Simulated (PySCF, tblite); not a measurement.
# C₂H₁₀Si₂: dynamics, then NMR shifts and electronic excitations on frames, part 1 of 2

Aim: move C₂H₁₀Si₂ (`CC([SiH3])[SiH3]`) away from its starting geometry and see how NMR shifts and electronic excitations follow the geometry.

The runs use tblite 0.8.0 and PySCF 2.14.0, with density-fitted response routines of our own; the level of theory stands in each step. All values are computed, except where a source is named. Atoms count from 0, in the outputs and in this text.

**1. Starting geometry**

14 atoms, charge 0, multiplicity 1; geometry from: GFN2-xTB.

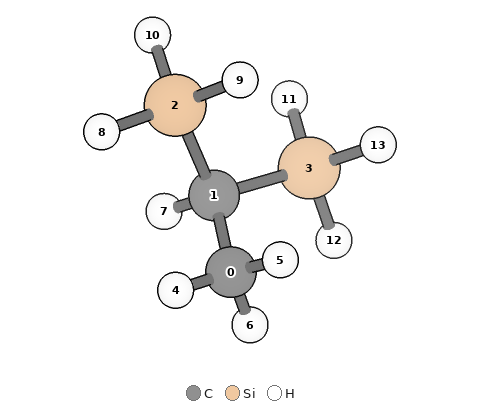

The starting geometry (carbon grey, silicon light orange, hydrogen white), atoms numbered.

**2. Thermal motion with GFN2-xTB**

Job settings and geometry (Å):

```
{"job": {"kind": "md", "xc": "GFN2-xTB", "basis": "xTB", "temperature": 300, "steps": 2000, "every": 50, "frames": 5}, "charge": 0, "multiplicity": 1}
C      0.079261     1.400540    -0.835708
C     -0.039973     0.298398     0.217911
Si    -1.610563    -0.742315    -0.066132
Si     1.551616    -0.746191     0.288671
H     -0.805630     2.036775    -0.841090
H      0.189292     0.973547    -1.831033
H      0.946427     2.032830    -0.646251
H     -0.149035     0.785528     1.193640
H     -2.782863     0.140280    -0.093052
H     -1.516975    -1.440409    -1.350840
H     -1.766585    -1.713405     1.018295
H      1.459050    -1.719699     1.377487
H      2.700713     0.133869     0.527476
H      1.744586    -1.440219    -0.986517
```

Level: GFN2-xTB Langevin dynamics, gas phase.

The run is started by

```sh
> OMP_NUM_THREADS=1 python probes_run.py task.json out
```

This one command runs all jobs of the session in turn.

Output:

```text
t/fs     T/K      E/eV
    0.0   232.4   -349.01002
   25.0   118.2   -348.72798
   50.0   272.9   -348.81567
   75.0   235.0   -348.60458
  100.0   184.7   -348.57335
  125.0   246.9   -348.72605
  150.0   174.0   -348.62492
  175.0   190.6   -348.66260
  200.0   271.0   -348.61474
  225.0   218.7   -348.67042
  250.0   266.6   -348.70202
  275.0   236.9   -348.63728
  300.0   238.0   -348.68050
  325.0   182.9   -348.52361
  350.0   267.6   -348.62883
  375.0   337.6   -348.53731
  400.0   283.5   -348.50643
  425.0   274.5   -348.39941
  450.0   305.8   -348.46456
  475.0   387.5   -348.39361
  500.0   363.8   -348.55426
  525.0   286.6   -348.47945
  550.0   249.1   -348.30305
  575.0   278.7   -348.26999
  600.0   315.6   -348.42599
  625.0   307.8   -348.58489
  650.0   393.1   -348.58327
  675.0   301.0   -348.53405
  700.0   227.9   -348.50475
  725.0   191.8   -348.49695
  750.0   247.2   -348.45096
  775.0   300.1   -348.53537
  800.0   230.7   -348.38079
  825.0   238.8   -348.45259
  850.0   274.9   -348.63010
  875.0   138.2   -348.56190
  900.0   222.0   -348.58306
  925.0   205.0   -348.54014
  950.0   256.5   -348.50455
  975.0   237.6   -348.55973
 1000.0   257.7   -348.63604
```

It took 9.5 s on 1 thread of INTEL XEON PLATINUM 8581C at 2.10GHz, shared host; peak memory 0.18 GiB.

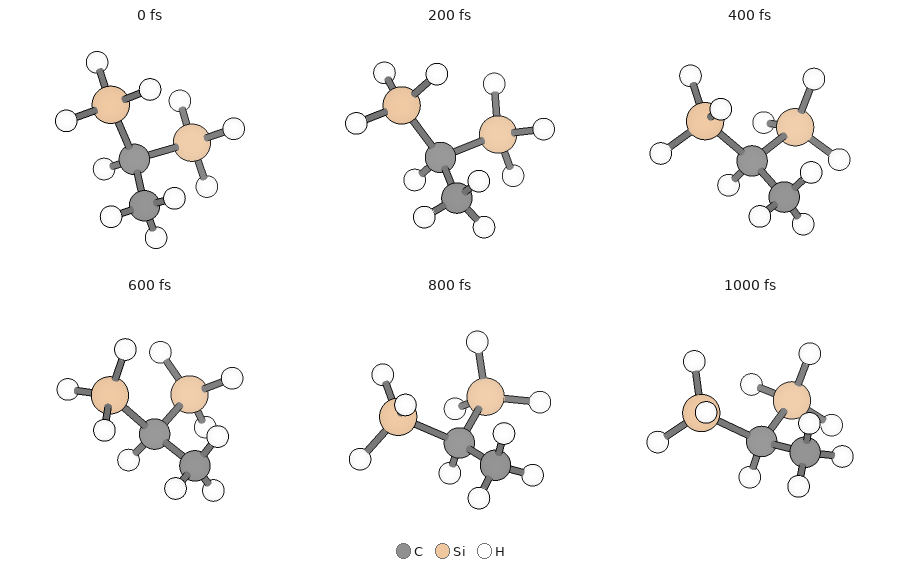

Frames of the run.

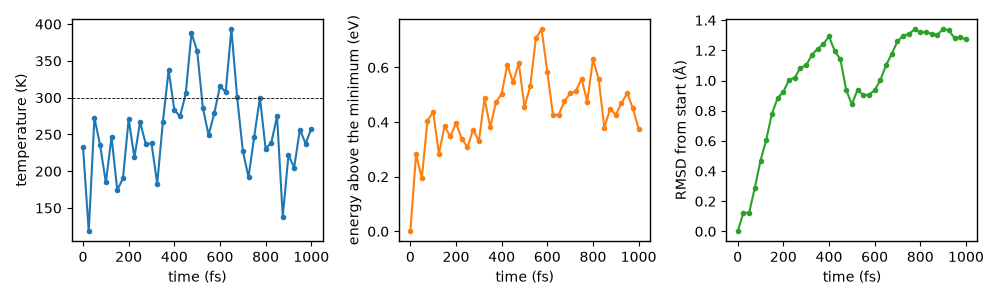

Temperature, potential energy and distance from the start.

Positions (Å) and forces (eV/Å) at 1000 fs:

```xyz
14

C     0.914   -0.043   -1.452    1.134    0.180    0.239
C     0.520    0.049    0.031    0.826   -0.129    0.504
Si   -1.354   -0.010    0.446    1.086    0.847    1.251
Si    1.549   -1.354    0.886   -1.177    0.029    0.222
H     0.767    0.897   -1.960    0.118    0.442   -0.103
H     0.315   -0.748   -1.992   -0.187   -0.628   -0.057
H     2.014   -0.343   -1.560   -1.416    0.453   -0.004
H     0.900    1.010    0.468   -0.150   -0.578   -0.504
H    -1.591    1.088    1.481   -0.008   -0.560   -0.763
H    -2.073    0.023   -0.764   -0.748    0.332   -1.084
H    -1.740   -1.239    1.075   -0.133   -0.616    0.358
H     2.976   -1.181    0.784    0.377    0.115   -0.102
H     1.122   -2.637    0.312    0.149    0.058   -0.102
H     1.124   -1.411    2.284    0.130    0.054    0.144
```

**3. NMR shieldings: 250 fs, PBE0/pcSseg-1**

Job settings and geometry (Å):

```
{"job": {"kind": "nmr", "xc": "PBE0", "basis": "pcSseg-1", "pop": false}, "charge": 0, "multiplicity": 1}
C     -0.033700     0.921800    -1.422800
C     -0.083800     0.205100    -0.099500
Si    -1.774300    -0.624400     0.161800
Si     1.271600    -1.138900     0.057000
H     -0.900400     1.531200    -1.602000
H      0.100900     0.152200    -2.177300
H      0.798400     1.596500    -1.465400
H      0.114300     0.937400     0.684700
H     -2.720400     0.513300     0.052000
H     -2.157900    -1.741800    -0.620000
H     -1.780900    -0.973200     1.668000
H      2.594000    -0.537100     0.089300
H      1.094000    -2.036500    -1.181600
H      0.982700    -1.945300     1.230100
```

With the program's defaults for keys left out, this is: GIAO PBE0/pcSseg-1 NMR shielding, non-relativistic, gas phase.

Output:

```text
coarse grid: 11624 points
cycle   1  E = -660.7493746168  dE = -3.173e-02  |g| = 3.556e-01  |ddm| = 3.133e+00
cycle   2  E = -660.7279382183  dE =  2.144e-02  |g| = 4.491e-01  |ddm| = 7.298e-01
cycle   3  E = -660.7820691152  dE = -5.413e-02  |g| = 3.992e-02  |ddm| = 4.619e-01
cycle   4  E = -660.7824423461  dE = -3.732e-04  |g| = 1.453e-02  |ddm| = 5.073e-02
cycle   5  E = -660.7824895212  dE = -4.718e-05  |g| = 4.073e-03  |ddm| = 1.415e-02
cycle   6  E = -660.7824934650  dE = -3.944e-06  |g| = 3.757e-04  |ddm| = 4.029e-03
final grid: 99992 points
cycle   7  E = -660.8045248734  dE = -1.705e-05  |g| = 5.944e-03  |ddm| = 1.867e-02
cycle   8  E = -660.8045181760  dE =  6.697e-06  |g| = 7.712e-03  |ddm| = 1.201e-02
cycle   9  E = -660.8045338360  dE = -1.566e-05  |g| = 5.402e-04  |ddm| = 7.192e-03
cycle  10  E = -660.8045338978  dE = -6.182e-08  |g| = 1.562e-04  |ddm| = 5.675e-04
cycle  11  E = -660.8045339036  dE = -5.783e-09  |g| = 2.514e-05  |ddm| = 1.336e-04
cycle  12  E = -660.8045339037  dE = -1.403e-10  |g| = 5.876e-06  |ddm| = 3.937e-05
converged SCF energy = -660.8045339037

GIAO shielding tensors (ppm)
atom      isotropic    diamagn.    paramagn.     s11        s22        s33       span
  0 C      171.892     247.289     -75.397    158.707    167.406    189.564     30.857
  1 C      187.495     255.383     -67.889    173.052    184.836    204.595     31.543
  2 Si     411.018     880.582    -469.563    368.732    392.177    472.146    103.414
  3 Si     405.205     880.594    -475.389    362.547    386.028    467.039    104.492
  4 H       30.598      30.721      -0.123     25.428     28.887     37.480     12.052
  5 H       30.643      30.675      -0.032     25.874     29.400     36.655     10.781
  6 H       30.538      30.703      -0.164     25.504     28.180     37.931     12.427
  7 H       31.328      33.600      -2.273     26.698     28.658     38.627     11.929
  8 H       27.476      29.496      -2.020     23.841     25.574     33.013      9.172
  9 H       28.376      30.145      -1.769     25.192     26.603     33.334      8.142
 10 H       26.753      28.771      -2.018     23.385     24.886     31.988      8.603
 11 H       27.642      29.690      -2.048     24.132     25.308     33.487      9.355
 12 H       27.166      29.036      -1.870     24.412     25.681     31.404      6.991
 13 H       27.703      30.128      -2.425     24.018     26.291     32.799      8.782
```

Run time: 9.5 s. Hardware: 1 thread of INTEL XEON PLATINUM 8581C at 2.10GHz, shared host; peak memory 0.64 GiB.

Shifts follow as δ = σ(reference) − σ, with reference shieldings (ppm) from runs at the same level and on the same kind of geometry: 1H TMS 31.72, 13C TMS 186.9, 29Si TMS 349.2. The references are single molecules in the gas phase. Each atom is listed at this fixed geometry, with no averaging over motion; a spectrum would average atoms that exchange fast.

| atoms | environment | σ (ppm) | δ (ppm) |
| --- | --- | --- | --- |
| C0 | methyl carbon | 171.9 | 15.0 |
| C1 | sp3 CH bonded to 2 Si | 187.5 | -0.6 |
| H10 | hydrogen on a silicon bonded to C | 26.75 | 4.96 |
| H12 | hydrogen on a silicon bonded to C | 27.17 | 4.55 |
| H8 | hydrogen on a silicon bonded to C | 27.48 | 4.24 |
| H11 | hydrogen on a silicon bonded to C | 27.64 | 4.07 |
| H13 | hydrogen on a silicon bonded to C | 27.70 | 4.01 |
| H9 | hydrogen on a silicon bonded to C | 28.38 | 3.34 |
| H6 | hydrogen on a methyl carbon | 30.54 | 1.18 |
| H4 | hydrogen on a methyl carbon | 30.60 | 1.12 |
| H5 | hydrogen on a methyl carbon | 30.64 | 1.07 |
| H7 | hydrogen on an sp3 CH bonded to 2 Si | 31.33 | 0.39 |
| Si3 | silicon bonded to C, 3 H | 405.2 | -56.0 |
| Si2 | silicon bonded to C, 3 H | 411.0 | -61.9 |

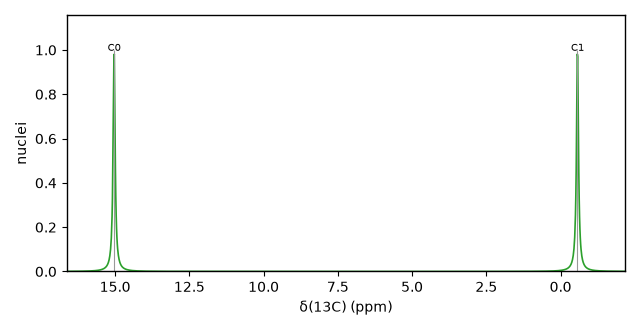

13C lines at the computed shifts, without couplings. Lines are broadened to a width of 0.08 ppm (Lorentzian).

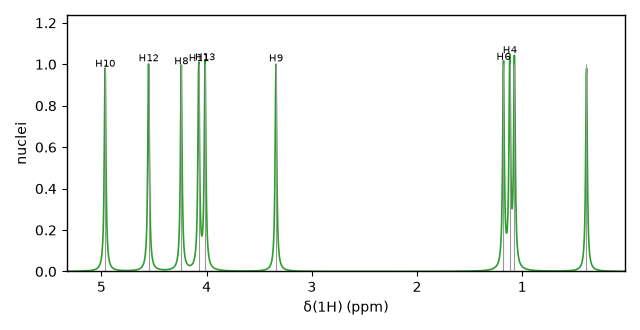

1H lines at the computed shifts, without couplings. Lines are broadened to a width of 0.02 ppm (Lorentzian).

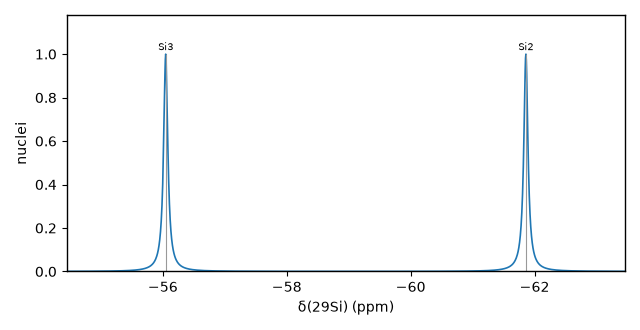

29Si lines at the computed shifts, without couplings. Lines are broadened to a width of 0.08 ppm (Lorentzian).

**4. Ultraviolet spectrum: 250 fs, PBE0/def2-SVPD**

The job, as its differences from that of step 3:

```diff
@@ -1,2 +1,2 @@
-{"job": {"kind": "nmr", "xc": "PBE0", "basis": "pcSseg-1", "pop": false}, "charge": 0, "multiplicity": 1}
+{"job": {"kind": "uv", "xc": "PBE0", "basis": "def2-SVPD", "nstates": 5, "ntriplets": 0}, "charge": 0, "multiplicity": 1}
 C     -0.033700     0.921800    -1.422800
```

Level: TDDFT PBE0/def2-SVPD, vertical, gas phase, core orbitals frozen in the response.

Output:

```text
coarse grid: 11624 points
cycle   1  E = -660.4895341751  dE = -5.421e-02  |g| = 3.396e-01  |ddm| = 4.160e+00
cycle   2  E = -660.4689530806  dE =  2.058e-02  |g| = 4.309e-01  |ddm| = 1.099e+00
cycle   3  E = -660.5206485319  dE = -5.170e-02  |g| = 3.882e-02  |ddm| = 6.309e-01
cycle   4  E = -660.5210386791  dE = -3.901e-04  |g| = 1.559e-02  |ddm| = 9.295e-02
cycle   5  E = -660.5210986754  dE = -6.000e-05  |g| = 3.555e-03  |ddm| = 2.542e-02
cycle   6  E = -660.5211020438  dE = -3.368e-06  |g| = 4.430e-04  |ddm| = 7.522e-03
final grid: 99992 points
cycle   7  E = -660.6037014049  dE = -1.700e-05  |g| = 5.797e-03  |ddm| = 6.343e-02
cycle   8  E = -660.6036942455  dE =  7.159e-06  |g| = 7.701e-03  |ddm| = 1.791e-02
cycle   9  E = -660.6037103881  dE = -1.614e-05  |g| = 4.741e-04  |ddm| = 9.949e-03
cycle  10  E = -660.6037104465  dE = -5.840e-08  |g| = 1.115e-04  |ddm| = 7.836e-04
cycle  11  E = -660.6037104496  dE = -3.089e-09  |g| = 2.227e-05  |ddm| = 2.309e-04
cycle  12  E = -660.6037104498  dE = -1.808e-10  |g| = 4.404e-06  |ddm| = 6.660e-05
converged SCF energy = -660.6037104498

Static polarisability (au): isotropic 81.023, principal 71.125 81.691 90.254

Singlet excitations
state   eV       nm        f      main configurations
  1   6.7941    182.5   0.01782   H->L 0.99
  2   7.3134    169.5   0.00506   H->L+1 0.96
  3   7.7106    160.8   0.10107   H->L+2 0.45, H->L+4 0.26, H->L+3 0.20
  4   7.7519    159.9   0.07022   H->L+3 0.42, H->L+2 0.28, H-1->L 0.17
  5   7.7683    159.6   0.09026   H-1->L 0.66, H->L+2 0.22
```

It took 12 s on 1 thread of INTEL XEON PLATINUM 8581C at 2.10GHz, shared host; peak memory 0.73 GiB.

The orbitals next to the gap, with their largest atomic shares:

| orbital | eV | atoms |
| --- | --- | --- |
| HOMO−3 | -9.46 | Si3 36 %, H13 22 %, H12 22 % |
| HOMO−2 | -9.22 | Si2 17 %, C1 16 %, Si3 14 % |
| HOMO−1 | -8.87 | Si2 26 %, H10 21 %, C1 16 % |
| HOMO | -7.91 | C1 35 %, Si2 15 %, Si3 15 % |
| LUMO | 0.09 | Si3 20 %, Si2 19 %, C1 9 % |
| LUMO+1 | 0.68 | Si2 32 %, Si3 20 %, H9 9 % |
| LUMO+2 | 0.84 | Si3 28 %, Si2 24 %, H11 9 % |

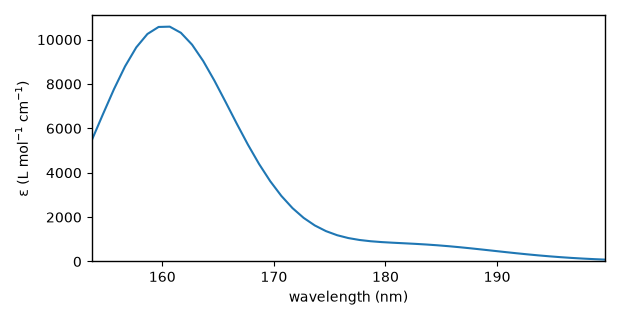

Absorption spectrum: each of the 5 states is a Gaussian band of 0.4 eV half-width at 1/e. Beyond the last state computed it falls off for lack of states.

Ground-state properties from the same run:

| property | computed |
| --- | --- |
| dipole moment (D) | 0.77 |
| polarisability (Å³) | 12.01 |
| HOMO–LUMO gap (eV) | 8.00 |
| −ε(HOMO) (eV) | 7.91 |

**5. Nuclear shieldings: 425 fs, PBE0/pcSseg-1**

Job settings and geometry (Å):

```
{"job": {"kind": "nmr", "xc": "PBE0", "basis": "pcSseg-1", "pop": false}, "charge": 0, "multiplicity": 1}
C      0.417900     0.561700    -1.609300
C      0.020800    -0.029000    -0.239300
Si    -1.792800    -0.492800    -0.308100
Si     1.202800    -1.318800     0.261100
H     -0.347900     1.232900    -1.964500
H      0.522800    -0.236900    -2.258100
H      1.330300     1.193400    -1.633000
H      0.112900     0.694400     0.662300
H     -2.663300     0.604800     0.029000
H     -2.243700    -1.131400    -1.592600
H     -2.020400    -1.564400     0.638000
H      2.592200    -0.964900     0.131200
H      1.026900    -2.668700    -0.127900
H      1.110000    -1.544900     1.736200
```

Level: GIAO PBE0/pcSseg-1 NMR shielding, non-relativistic, gas phase.

Output:

```text
coarse grid: 11624 points
cycle   1  E = -660.7469604218  dE =  3.487e-02  |g| = 3.120e-01  |ddm| = 3.144e+00
cycle   2  E = -660.7408521169  dE =  6.108e-03  |g| = 3.480e-01  |ddm| = 5.581e-01
cycle   3  E = -660.7719094554  dE = -3.106e-02  |g| = 4.623e-02  |ddm| = 3.342e-01
cycle   4  E = -660.7724900960  dE = -5.806e-04  |g| = 1.183e-02  |ddm| = 6.092e-02
cycle   5  E = -660.7725202491  dE = -3.015e-05  |g| = 4.705e-03  |ddm| = 1.315e-02
cycle   6  E = -660.7725256571  dE = -5.408e-06  |g| = 4.016e-04  |ddm| = 4.320e-03
final grid: 99992 points
cycle   7  E = -660.7948275661  dE = -1.494e-05  |g| = 5.578e-03  |ddm| = 1.636e-02
cycle   8  E = -660.7948223665  dE =  5.200e-06  |g| = 7.069e-03  |ddm| = 1.072e-02
cycle   9  E = -660.7948354515  dE = -1.309e-05  |g| = 4.489e-04  |ddm| = 6.281e-03
cycle  10  E = -660.7948354933  dE = -4.174e-08  |g| = 1.513e-04  |ddm| = 4.676e-04
cycle  11  E = -660.7948354988  dE = -5.509e-09  |g| = 1.962e-05  |ddm| = 1.242e-04
cycle  12  E = -660.7948354989  dE = -9.163e-11  |g| = 3.895e-06  |ddm| = 3.244e-05
converged SCF energy = -660.7948354989

GIAO shielding tensors (ppm)
atom      isotropic    diamagn.    paramagn.     s11        s22        s33       span
  0 C      172.887     246.197     -73.310    157.457    172.198    189.005     31.548
  1 C      197.183     255.353     -58.170    178.431    205.050    208.069     29.637
  2 Si     420.541     880.199    -459.658    375.558    401.845    484.219    108.661
  3 Si     428.232     880.997    -452.765    369.154    404.434    511.107    141.953
  4 H       30.689      30.118       0.572     24.879     29.418     37.771     12.892
  5 H       32.058      31.447       0.611     27.727     30.035     38.414     10.688
  6 H       29.861      29.023       0.839     25.135     27.091     37.358     12.224
  7 H       29.866      31.495      -1.629     25.267     27.090     37.241     11.974
  8 H       28.006      29.408      -1.401     24.160     25.781     34.078      9.918
  9 H       27.489      28.556      -1.068     24.480     25.698     32.287      7.807
 10 H       28.032      29.650      -1.618     24.017     26.623     33.455      9.438
 11 H       28.231      29.696      -1.465     24.445     25.913     34.335      9.890
 12 H       28.444      30.067      -1.623     24.839     26.340     34.154      9.314
 13 H       27.570      29.422      -1.852     24.112     25.460     33.138      9.026
```

Run time: 9.1 s. Hardware: 1 thread of INTEL XEON PLATINUM 8581C at 2.10GHz, shared host; peak memory 0.68 GiB.

Key values: δ C0 14.0, C1 -10.3, Si2 -71.4, Si3 -79.1, H9 4.23, H13 4.15 ppm.

**6. Ultraviolet spectrum: 425 fs, PBE0/def2-SVPD**

The job, as its differences from that of step 5:

```diff
@@ -1,2 +1,2 @@
-{"job": {"kind": "nmr", "xc": "PBE0", "basis": "pcSseg-1", "pop": false}, "charge": 0, "multiplicity": 1}
+{"job": {"kind": "uv", "xc": "PBE0", "basis": "def2-SVPD", "nstates": 5, "ntriplets": 0}, "charge": 0, "multiplicity": 1}
 C      0.417900     0.561700    -1.609300
```

With the program's defaults for keys left out, this is: TDDFT PBE0/def2-SVPD, vertical, gas phase, core orbitals frozen in the response.

Output:

```text
coarse grid: 11624 points
cycle   1  E = -660.4864103123  dE =  1.356e-02  |g| = 2.971e-01  |ddm| = 4.189e+00
cycle   2  E = -660.4816560377  dE =  4.754e-03  |g| = 3.275e-01  |ddm| = 9.255e-01
cycle   3  E = -660.5100480672  dE = -2.839e-02  |g| = 4.647e-02  |ddm| = 4.521e-01
cycle   4  E = -660.5106891799  dE = -6.411e-04  |g| = 1.267e-02  |ddm| = 1.005e-01
cycle   5  E = -660.5107301206  dE = -4.094e-05  |g| = 4.332e-03  |ddm| = 2.410e-02
cycle   6  E = -660.5107349885  dE = -4.868e-06  |g| = 4.657e-04  |ddm| = 7.557e-03
final grid: 99992 points
cycle   7  E = -660.5935169965  dE = -1.473e-05  |g| = 5.464e-03  |ddm| = 6.567e-02
cycle   8  E = -660.5935115207  dE =  5.476e-06  |g| = 7.041e-03  |ddm| = 1.645e-02
cycle   9  E = -660.5935249365  dE = -1.342e-05  |g| = 4.224e-04  |ddm| = 8.835e-03
cycle  10  E = -660.5935249819  dE = -4.540e-08  |g| = 1.076e-04  |ddm| = 7.107e-04
cycle  11  E = -660.5935249848  dE = -2.908e-09  |g| = 2.168e-05  |ddm| = 2.131e-04
cycle  12  E = -660.5935249849  dE = -1.554e-10  |g| = 4.359e-06  |ddm| = 6.004e-05
converged SCF energy = -660.5935249849

Static polarisability (au): isotropic 79.281, principal 69.735 79.856 88.250

Singlet excitations
state   eV       nm        f      main configurations
  1   7.5323    164.6   0.01148   H->L 0.96
  2   7.7842    159.3   0.00537   H-2->L 0.54, H-1->L 0.40
  3   7.8767    157.4   0.03476   H-1->L 0.51, H-2->L 0.42
  4   8.1120    152.8   0.06476   H->L+1 0.80
  5   8.2508    150.3   0.00816   H-3->L 0.85
```

Wall time 12 s (1 thread of INTEL XEON PLATINUM 8581C at 2.10GHz, shared host); peak memory 0.73 GiB.

This run: HOMO -8.62 eV, LUMO 0.14 eV; lowest singlet 7.53 eV.

**7. NMR shieldings: 625 fs, PBE0/pcSseg-1**

Job settings and geometry (Å):

```
{"job": {"kind": "nmr", "xc": "PBE0", "basis": "pcSseg-1", "pop": false}, "charge": 0, "multiplicity": 1}
C      0.733700     0.599400    -1.514400
C      0.163000     0.118200    -0.104600
Si    -1.683100    -0.254100    -0.227300
Si     1.344800    -1.287100     0.475600
H      0.235200     1.427800    -1.919300
H      0.625700    -0.255500    -2.075200
H      1.763500     0.859000    -1.364800
H      0.259700     0.869100     0.645400
H     -2.376100     0.847800    -0.861700
H     -1.755600    -1.545900    -0.931000
H     -2.340600    -0.464300     1.119600
H      2.752000    -0.857500     0.843400
H      1.427800    -2.353800    -0.476300
H      0.728000    -1.940700     1.699400
```

With the program's defaults for keys left out, this is: GIAO PBE0/pcSseg-1 NMR shielding, non-relativistic, gas phase.

Output:

```text
coarse grid: 11624 points
cycle   1  E = -660.7493635030  dE = -7.844e-02  |g| = 3.311e-01  |ddm| = 3.117e+00
cycle   2  E = -660.7379448730  dE =  1.142e-02  |g| = 3.866e-01  |ddm| = 6.149e-01
cycle   3  E = -660.7772244498  dE = -3.928e-02  |g| = 4.411e-02  |ddm| = 3.782e-01
cycle   4  E = -660.7776946157  dE = -4.702e-04  |g| = 1.551e-02  |ddm| = 5.544e-02
cycle   5  E = -660.7777495660  dE = -5.495e-05  |g| = 4.599e-03  |ddm| = 1.506e-02
cycle   6  E = -660.7777547820  dE = -5.216e-06  |g| = 3.532e-04  |ddm| = 4.661e-03
final grid: 99992 points
cycle   7  E = -660.8012020334  dE = -1.917e-05  |g| = 6.011e-03  |ddm| = 1.817e-02
cycle   8  E = -660.8011966439  dE =  5.389e-06  |g| = 7.402e-03  |ddm| = 1.145e-02
cycle   9  E = -660.8012110619  dE = -1.442e-05  |g| = 5.679e-04  |ddm| = 6.766e-03
cycle  10  E = -660.8012111306  dE = -6.871e-08  |g| = 1.854e-04  |ddm| = 5.950e-04
cycle  11  E = -660.8012111390  dE = -8.375e-09  |g| = 2.359e-05  |ddm| = 1.499e-04
cycle  12  E = -660.8012111391  dE = -1.262e-10  |g| = 4.952e-06  |ddm| = 3.805e-05
converged SCF energy = -660.8012111391

GIAO shielding tensors (ppm)
atom      isotropic    diamagn.    paramagn.     s11        s22        s33       span
  0 C      175.667     248.696     -73.029    160.187    175.316    191.498     31.311
  1 C      191.765     255.814     -64.049    181.104    188.960    205.231     24.127
  2 Si     413.334     880.351    -467.017    362.658    406.049    471.296    108.637
  3 Si     412.459     880.069    -467.609    361.530    396.318    479.530    118.000
  4 H       31.554      31.529       0.025     26.336     29.131     39.195     12.859
  5 H       32.092      32.682      -0.590     27.670     30.711     37.894     10.224
  6 H       30.788      30.884      -0.096     25.152     29.342     37.870     12.719
  7 H       32.152      34.453      -2.302     27.955     29.007     39.493     11.537
  8 H       27.927      29.786      -1.858     24.307     25.975     33.500      9.193
  9 H       27.696      29.599      -1.903     24.187     26.312     32.588      8.401
 10 H       27.088      28.881      -1.793     23.723     25.136     32.406      8.683
 11 H       27.071      28.474      -1.402     23.759     24.876     32.579      8.820
 12 H       28.326      30.171      -1.845     25.119     26.554     33.304      8.185
 13 H       27.112      28.856      -1.744     23.395     25.457     32.484      9.089
```

Run time: 9.5 s. Hardware: 1 thread of INTEL XEON PLATINUM 8581C at 2.10GHz, shared host; peak memory 0.68 GiB.

Key values: δ C0 11.3, C1 -4.8, Si3 -63.3, Si2 -64.2, H11 4.65, H10 4.63 ppm.

(Continued in part 2 of 2.)
